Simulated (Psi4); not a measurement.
**UTPSS/def2-TZVP (core potential) run of SnH3Se (SMILES [SeH][SnH2])**

Aim: the vertical doublet–quartet gap of SnH3Se at UTPSS/def2-TZVP (core potential), from 2 runs. 

The results are computed with Psi4 1.11.

**1. The system as given**

SnH3Se has 5 atoms, charge 0, and is taken as a doublet. As SMILES, `[SeH][SnH2]`. The shape is that of a PBE0-D4/def2-TZVP optimisation. This is one conformer, not always the lowest.

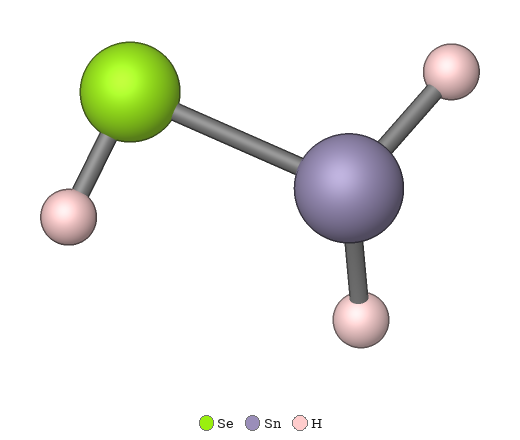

Viewed from a chosen angle; selenium green, tin purple, hydrogen pink.

**2. Energy and forces at UTPSS/def2-TZVP (core potential)**

h3sesn.xyz

```xyz
5
H3SeSn
Se     1.009200    -0.943500     1.084400
Sn     0.052500     0.454000    -0.809900
H      0.054300    -2.031300     0.835000
H     -1.669100     0.397200    -0.687400
H      0.603000     2.050000    -0.463300
```

calc.py

```python
import psi4

psi4.set_memory(1600000000)
psi4.set_num_threads(1)
psi4.set_output_file('h3sesn.out', False)

with open('h3sesn.xyz') as f:
    atoms = ''.join(f.readlines()[2:])
mol = psi4.geometry('0 2\n' + atoms + 'symmetry c1')

options = {'basis': 'def2-TZVP', 'reference': 'uks', 'puream': True, 'e_convergence': 1e-09, 'd_convergence': 1e-08, 'scf_type': 'pk', 'dft_radial_points': 99, 'dft_spherical_points': 590, 'maxiter': 200}
psi4.set_options(options)

e, wfn = psi4.gradient("tpss", return_wfn=True)
psi4.oeprop(wfn, "MULLIKEN_CHARGES", "WIBERG_LOWDIN_INDICES", "MAYER_INDICES", title="TPSS")
print('gradient / Eh bohr^-1')
print(e.np.round(6))
print(f'energy = {wfn.energy():.10f} Eh')
```

On the command line:

```console
python calc.py
```

h3sesn.out, shortened:

```text
[...]
    !!!  WARNING: ECP capability is in beta. Please check occupations closely.  !!!
[...]
  Running in c1 symmetry.
[...]
  Nuclear repulsion =  196.366997372113474
[...]
  Multiplicity = 2
[...]
  Nalpha       = 30
  Nbeta        = 29
[...]
    Number of basis functions: 116
[...]
 WARNING: Atomic UHF is not converging! Try casting from a smaller basis or call Rob at CCMST.
   -------------------------
[...]
   @UKS iter   1: -2616.54454862088141   -2.43388e+00   1.94467e-02 ADIIS/DIIS
[...]
   @UKS iter  15: -2617.49309584699586    1.36424e-12   6.00592e-09 DIIS
[...]
   @S^2 Observed:                7.525934971E-01
[...]
    Orbital Energies [Eh]
    ---------------------
    Alpha Occupied:
       1A   -452.802670     2A    -57.546225     3A    -51.616643
       4A    -51.615886     5A    -51.613915     6A     -7.611659
       7A     -5.571591     8A     -5.568711     9A     -5.562516
      10A     -4.935024    11A     -3.308990    12A     -3.305879
      13A     -3.303611    14A     -1.977233    15A     -1.976646
      16A     -1.971769    17A     -1.969611    18A     -1.968680
      19A     -0.953036    20A     -0.950766    21A     -0.949720
      22A     -0.948435    23A     -0.946394    24A     -0.651577
      25A     -0.464776    26A     -0.362536    27A     -0.307511
      28A     -0.286138    29A     -0.240759    30A     -0.188865
    Alpha Virtual:
[...]
  @UKS Final Energy: -2617.49309584699586
   => Energetics <=
    Nuclear Repulsion Energy =            196.3669973721134738
    One-Electron Energy =               -4113.1335006284807605
    Two-Electron Energy =                1405.3834886307149645
    DFT Exchange-Correlation Energy =    -106.1100812213433642
    Empirical Dispersion Energy =           0.0000000000000000
    VV10 Nonlocal Energy =                  0.0000000000000000
    Total Energy =                      -2617.4930958469958568
[...]
 Multipole Moments:
 ------------------------------------------------------------------------------------
     Multipole            Electronic (a.u.)      Nuclear  (a.u.)        Total (a.u.)
 ------------------------------------------------------------------------------------
 L = 1.  Multiply by 2.5417464519 to convert [e a0] to [Debye]
 Dipole X            :        -18.0778353           17.8819925           -0.1958429
 Dipole Y            :         29.6227776          -29.6664628           -0.0436852
 Dipole Z            :        -41.6579660           41.3234341           -0.3345320
 Magnitude           :                                                    0.3900955
[...]
  -Total Gradient:
     Atom            X                  Y                   Z
    ------   -----------------  -----------------  -----------------
       1       -0.003143315546     0.000591986913    -0.003928814845
       2       -0.000520064490     0.000366293046     0.005188907106
       3        0.001527682550     0.001609637897     0.000381537887
       4        0.002615360068    -0.000239502553    -0.000601476136
       5       -0.000474439251    -0.002322424596    -0.001039452691
[...]
  Mulliken Charges: (a.u.)
   Center  Symbol    Alpha    Beta     Spin     Total
       1    SE    17.25351 17.07277  0.18074 -0.32628
       2    SN    11.16121 10.51992  0.64129  0.31886
       3     H     0.43578  0.44082 -0.00504  0.12340
       4     H     0.58093  0.47605  0.10488 -0.05698
       5     H     0.56856  0.49043  0.07813 -0.05900
   Total alpha = 30.00000, Total beta = 29.00000, Total charge = -0.00000
  Mayer Bond Indices:
  Total Bond Index:
[...]
```

Standard output:

```text
gradient / Eh bohr^-1
[[-0.003143  0.000592 -0.003929]
 [-0.00052   0.000366  0.005189]
 [ 0.001528  0.00161   0.000382]
 [ 0.002615 -0.00024  -0.000601]
 [-0.000474 -0.002322 -0.001039]]
energy = -2617.4930958470 Eh
```

Run time: 2.2 min. Hardware: 1 thread of Intel Xeon Platinum 8375C at 2.90GHz (Ice Lake), shared host; peak memory 0.73 GiB.

**3. The quartet at the same level**

h3sesn.json

```json
{
  "schema_name": "qcschema_input",
  "schema_version": 1,
  "molecule": {
    "schema_name": "qcschema_molecule",
    "schema_version": 2,
    "symbols": ["Se", "Sn", "H", "H", "H"],
    "geometry": [1.9071116, -1.7829566, 2.04921901, 0.09921062, 0.85793566, -1.53048919, 0.10261213, -3.83860068, 1.57792131, -3.15414187, 0.75059922, -1.29899774, 1.13950485, 3.87393856, -0.87551011],
    "molecular_charge": 0,
    "molecular_multiplicity": 4,
    "fix_symmetry": "c1",
    "fix_com": true,
    "fix_orientation": true
  },
  "driver": "gradient",
  "model": {
    "method": "tpss",
    "basis": "def2-TZVP"
  },
  "keywords": {
    "reference": "uks",
    "puream": true,
    "e_convergence": 1e-09,
    "d_convergence": 1e-08,
    "scf_type": "pk",
    "dft_radial_points": 99,
    "dft_spherical_points": 590,
    "maxiter": 200
  }
}
```

On the command line:

```console
psi4 --qcschema h3sesn.json -n 1 --memory 1600MB
```

stdout, shortened:

```text
[...]
    !!!  WARNING: ECP capability is in beta. Please check occupations closely.  !!!
[...]
  Running in c1 symmetry.
[...]
  Nuclear repulsion =  196.366997445981667
[...]
  Multiplicity = 4
[...]
  Nalpha       = 31
  Nbeta        = 28
[...]
    Number of basis functions: 116
[...]
 WARNING: Atomic UHF is not converging! Try casting from a smaller basis or call Rob at CCMST.
   -------------------------
[...]
   @UKS iter   1: -2616.35590386819513   -2.26635e+00   1.92370e-02 DIIS/ADIIS
[...]
   @UKS iter  19: -2617.31312940471935   -1.81899e-12   5.09958e-09 DIIS
[...]
   @S^2 Observed:                3.755831701E+00
[...]
  @UKS Final Energy: -2617.31312940471935
   => Energetics <=
    Nuclear Repulsion Energy =            196.3669974459816672
    One-Electron Energy =               -4111.2289989180253542
    Two-Electron Energy =                1403.6520841940359787
    DFT Exchange-Correlation Energy =    -106.1032121267115258
    Empirical Dispersion Energy =           0.0000000000000000
    VV10 Nonlocal Energy =                  0.0000000000000000
    Total Energy =                      -2617.3131294047193478
[...]
 Multipole Moments:
 ------------------------------------------------------------------------------------
     Multipole            Electronic (a.u.)      Nuclear  (a.u.)        Total (a.u.)
 ------------------------------------------------------------------------------------
 L = 1.  Multiply by 2.5417464519 to convert [e a0] to [Debye]
 Dipole X            :        -64.6647369           65.1124031            0.4476663
 Dipole Y            :         39.9879339          -40.9600028           -0.9720688
 Dipole Z            :        -34.6755839           35.4060976            0.7305137
 Magnitude           :                                                    1.2957520
[...]
  -Total Gradient:
     Atom            X                  Y                   Z
    ------   -----------------  -----------------  -----------------
       1       -0.042583016386     0.047565599496    -0.070058634939
       2        0.035423654217    -0.045055113970     0.056168622871
       3        0.003011799715     0.001068926392     0.004652907222
       4        0.006007199270    -0.002285683304     0.006027339379
       5       -0.001854857358    -0.001288359613     0.003208929159
[...]
```

The result, in JSON:

```text
{
 "driver": "gradient",
 "model": {
  "method": "tpss",
  "basis": "def2-TZVP"
 },
 "success": true,
 "return_result": [-0.0425830163862274, 0.04756559949612413, -0.07005863493904002, 0.03542365421677643, -0.04505511396997769, 0.05616862287107064, 0.003011799714725441, 0.0010689263915381608, 0.004652907222100693, 0.006007199270070415, -0.002285683303773078, 0.0060273393788526294, -0.001854857358361918, -0.0012883596133683867, 0.0032089291590245775],
 "properties": {
  "calcinfo_nbasis": 116,
  "calcinfo_nmo": 116,
  "calcinfo_nalpha": 31,
  "calcinfo_nbeta": 28,
  "calcinfo_natom": 5,
  "nuclear_repulsion_energy": 196.36699744598167,
  "return_energy": -2617.3131294047193,
  "return_gradient": [-0.0425830163862274, 0.04756559949612413, -0.07005863493904002, 0.03542365421677643, -0.04505511396997769, 0.05616862287107064, 0.003011799714725441, 0.0010689263915381608, 0.004652907222100693, 0.006007199270070415, -0.002285683303773078, 0.0060273393788526294, -0.001854857358361918, -0.0012883596133683867, 0.0032089291590245775],
  "scf_one_electron_energy": -4111.228998918025,
  "scf_two_electron_energy": 1403.652084194036,
  "scf_xc_energy": -106.10321212671153,
  "scf_dipole_moment": [0.4476662657044841, -0.9720688323491515, 0.7305137403934623],
  "scf_total_energy": -2617.3131294047193,
  "scf_total_gradient": [-0.0425830163862274, 0.04756559949612413, -0.07005863493904002, 0.03542365421677643, -0.04505511396997769, 0.05616862287107064, 0.003011799714725441, 0.0010689263915381608, 0.004652907222100693, 0.006007199270070415, -0.002285683303773078, 0.0060273393788526294, -0.001854857358361918, -0.0012883596133683867, 0.0032089291590245775],
  "scf_iterations": 19
 }
}
```

Run time: 2.7 min. Hardware: 1 thread of Intel Xeon Platinum 8375C at 2.90GHz (Ice Lake), shared host; peak memory 0.74 GiB.

**4. Summary of results**

At UTPSS/def2-TZVP (core potential):

| quantity | value |
| --- | --- |
| doublet: total energy | -2617.49310 Eh |
| doublet: dipole moment | 0.99 D |
| doublet: HOMO energy (highest over α and β) | -5.14 eV |
| doublet: LUMO energy (lowest over α and β) | -4.06 eV |
| doublet: ⟨S²⟩ | 0.753 |
| doublet: largest force on an atom | 0.269 eV/Å |
| quartet: total energy | -2617.31313 Eh |
| quartet: dipole moment | 3.29 D |
| quartet: HOMO energy (highest over α and β) | -1.94 eV |
| quartet: ⟨S²⟩ | 3.756 |
| quartet: largest force on an atom | 4.874 eV/Å |
| vertical energy of the quartet above the doublet | 4.897 eV |

In words: At this shape the quartet lies 4.90 eV (113 kcal/mol) above the doublet. The largest force (doublet) is 0.27 eV/Å: the shape isn't a stationary point for this species at this level.
